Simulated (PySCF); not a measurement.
# C3H14OSi3: what the fields show

```yaml
atoms:
  - { symbol: C, position_ang: [-0.8540, -1.9415, -0.1050] }
  - { symbol: C, position_ang: [-0.9792, -0.4800, 0.3230] }
  - { symbol: C, position_ang: [-2.3913, 0.0602, 0.0975] }
  - { symbol: Si, position_ang: [0.2881, 0.6024, -0.5727] }
  - { symbol: Si, position_ang: [0.2337, 2.8226, 0.1913] }
  - { symbol: O, position_ang: [1.8359, 0.0410, -0.3216] }
  - { symbol: Si, position_ang: [2.9084, -0.9628, 0.4309] }
  - { symbol: H, position_ang: [-1.0600, -2.0615, -1.1817] }
  - { symbol: H, position_ang: [-1.5734, -2.5766, 0.4391] }
  - { symbol: H, position_ang: [0.1504, -2.3509, 0.0848] }
  - { symbol: H, position_ang: [-0.7419, -0.4061, 1.4010] }
  - { symbol: H, position_ang: [-2.6508, 0.0733, -0.9744] }
  - { symbol: H, position_ang: [-3.1409, -0.5704, 0.6039] }
  - { symbol: H, position_ang: [-2.5135, 1.0861, 0.4798] }
  - { symbol: H, position_ang: [0.0060, 0.5432, -2.0437] }
  - { symbol: H, position_ang: [-1.0973, 3.4613, -0.0604] }
  - { symbol: H, position_ang: [0.4897, 2.8450, 1.6672] }
  - { symbol: H, position_ang: [1.2860, 3.6452, -0.4820] }
  - { symbol: H, position_ang: [2.5284, -1.1558, 1.8649] }
  - { symbol: H, position_ang: [4.2685, -0.3567, 0.3617] }
  - { symbol: H, position_ang: [2.9328, -2.2989, -0.2387] }
```

Geometry: PBE0-D3(BJ)/def2-SVP.

These are results of B3LYP/def2-SVPD, SCF density, gas phase in PySCF, not measurements.

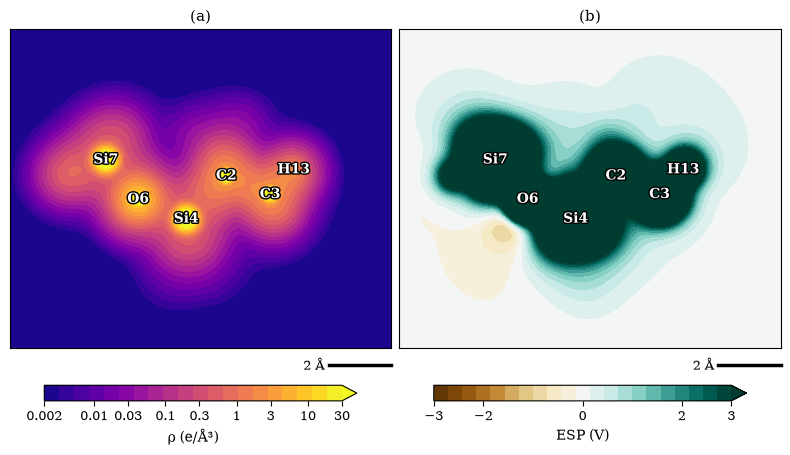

Figure 1. (a) electron density; (b) molecular electrostatic potential on the plane of atoms C2, Si4 and O6.

> Interpret the plot.

- The plane passes through C, Si, O and H nuclei.
- C–C (1.53 Å): ρ is about 1.6 e/Å³ halfway.
- Si–O (1.65 Å): the density is about 1.1 e/Å³ at the midpoint.
- C–Si (1.89 Å): ρ is about 0.97 e/Å³ halfway.
- C–H (1.10 Å): ρ is about 1.9 e/Å³ halfway.
- Outside the dense part of the molecule the potential is most negative (−0.9 V) near O6.

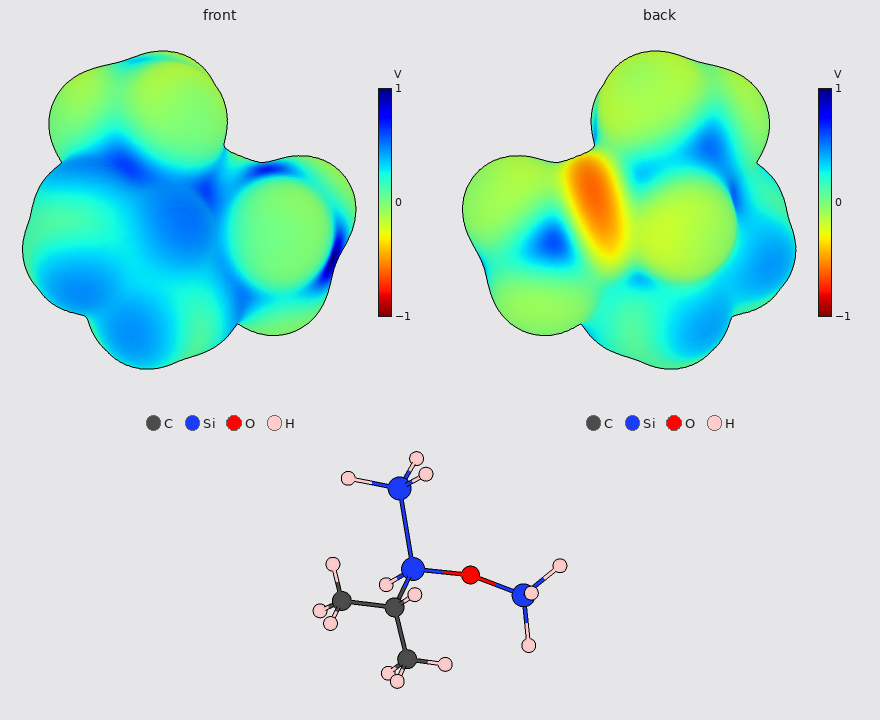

Figure 2. The electrostatic potential painted on the density surface at 0.001 e/bohr³, seen from the front and from behind; red is negative and blue positive. The bare structure is drawn below in the same view.

> Where is the surface potential most negative and most positive?

The most negative region (about −0.6 V) lies over O6, the most positive (about +0.8 V) over Si7.

> How polar is the molecule by this calculation?

Its dipole moment is 1.24 D.
